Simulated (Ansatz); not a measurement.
Mg26ScO27 and related structures: several calculations on one system

## 1. Relaxation

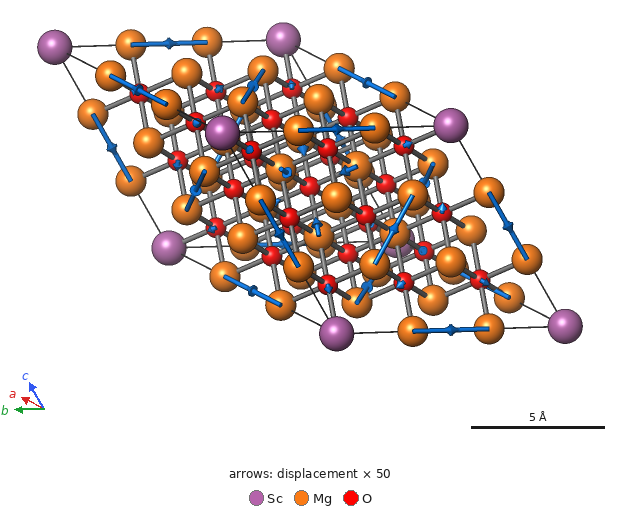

This is a relaxation of a defect cell of composition Mg26ScO27 (cell charge +1). The starting structure is drawn; blue arrows show the displacements, 50 times their true length.

A ball-and-stick model of the cell of the calculation, seen from a free direction.

These are results of Ansatz, DFT, PBE, plane-wave PAW, default files, scalar-relativistic, not measurements. Set-up: plane-wave cutoff 420 eV; k-point mesh 3 × 3 × 3; occupations fermi dirac; smearing width 0.01 eV; no spin polarisation; atoms relaxed in a fixed cell; force threshold 0.03 eV/Å; at most 40 steps.

Question: What did the optimiser do to the structure, and how much energy did it gain?

Answer: The largest moves, 0.037 Å, are those of Mg atoms. Largest moves by element: Mg 0.037 Å, O 0.009 Å. Sc stays in place. The cell doesn't change. Among the contacts that change: Mg–Sc 2.982 → 3.019 Å, Mg–O 2.109 → 2.135 Å, Mg–O 2.109 → 2.087 Å, O–Sc 2.108 → 2.100 Å. Among the angles between lasting bonds that change: O–Mg–O 180.0° → 177.6°. The energy falls by 0.236 eV per cell of the calculation in 2 accepted moves (3 points after the start). Largest force component: 0.61 eV/Å at the start, 0.025 eV/Å at the end. 1 step only repeated the SCF at the same geometry. The run took 3.5 min on 1 thread of Arm Neoverse V2, on a shared host, peak memory 1.3 GiB.

Limits of the set-up: the cell is charged, on a uniform background, and energies carry no finite-size correction.

## 2. Relaxation

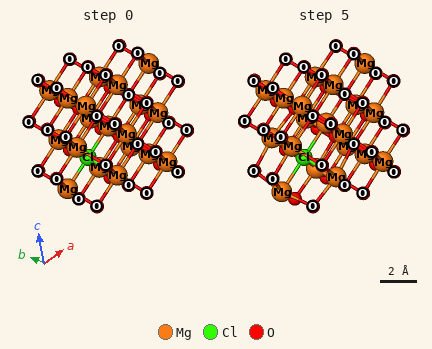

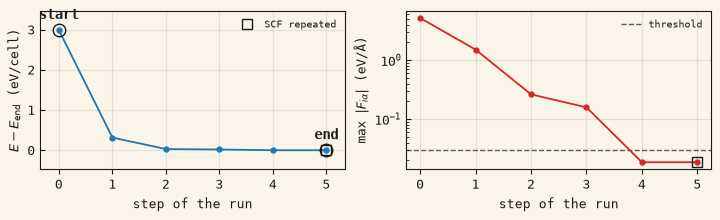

First and last geometry of a relaxation of a defect cell of composition Mg$_{27}$ClO$_{26}$ (cell charge +1), with the history of the run. A ball-and-stick model of the atoms within 5.0 Å of the atom that moves most (axes of the cell of the calculation (origin shifted)), seen slightly off an axis.

The calculation used DFT, PBE, plane-wave PAW, default files, scalar-relativistic in Ansatz 0.2.0. Set-up: plane-wave cutoff 420 eV; k-point mesh 3 × 3 × 3; occupations fermi dirac; smearing width 0.01 eV; no spin polarisation; atoms relaxed in a fixed cell; force threshold 0.03 eV/Å; at most 40 steps.

**What do the curves and the structures tell?**

It converged. After 4 accepted moves (5 points after the start) the energy has fallen by 2.992 eV per cell of the calculation. Largest force component: 5.2 eV/Å at the start, 0.019 eV/Å at the end. 1 step only repeated the SCF at the same geometry. The largest moves, 0.20 Å, are those of Mg atoms. Largest moves by element: Mg 0.20 Å, O 0.04 Å. Cl stays in place. The cell doesn't change. Among the contacts that change: Cl–Mg 2.108 → 2.311 Å, Mg–O 2.109 → 1.946 Å, Mg–O 2.109 → 2.068 Å, Mg–O 2.109 → 2.118 Å. Bond angles that change, for instance: O–Mg–O 180.0° → 169.0°, Mg–O–Mg 90.0° → 101.0°, Mg–O–Mg 180.0° → 174.4°. The run took 3 min on 1 thread of AMD EPYC 7R43 64-Core Processor (Zen 3) (shared host), peak memory 1.4 GiB.

Limits of the set-up: the cell is charged, on a uniform background, and energies carry no finite-size correction.

## 3. Defect

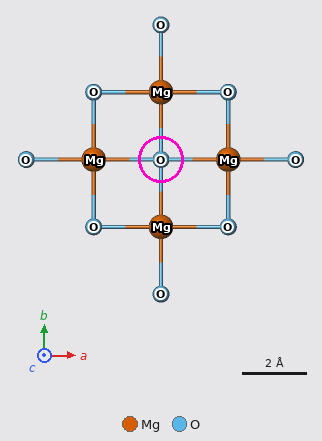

Perfect MgO. The picture is a ball-and-stick view of the atoms within 4.6 Å of one point, in a slice 4.2 Å thick across the line of sight, seen along the c axis.

Level of theory: DFT, PBE, plane-wave PAW, default files, scalar-relativistic in Ansatz. (plane-wave cutoff 420 eV; k-point mesh 3 × 3 × 3; occupations fermi dirac; smearing width 0.01 eV; no spin polarisation) A uniform background neutralises the charged cell. The axes drawn are those of the host's conventional cell.

An oxygen atom is replaced by chlorine at the ringed place, in charge state +1. The supercell has 54 sites, and the atoms are relaxed at the host's cell.

### How do the neighbours respond?

In the host the O atom has 6 Mg at 2.11 Å; the Cl atom ends with 6 Mg at 2.31 Å. Of the host's atoms, a magnesium atom moves furthest from its site, by 0.20 Å. Relaxing the atoms from the host's sites lowers the energy by 2.99 eV.

The relaxed defect, seen from the same direction:

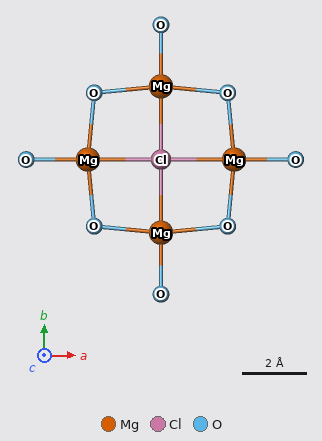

Limits of the set-up: the cell is charged, on a uniform background, and energies carry no finite-size correction.
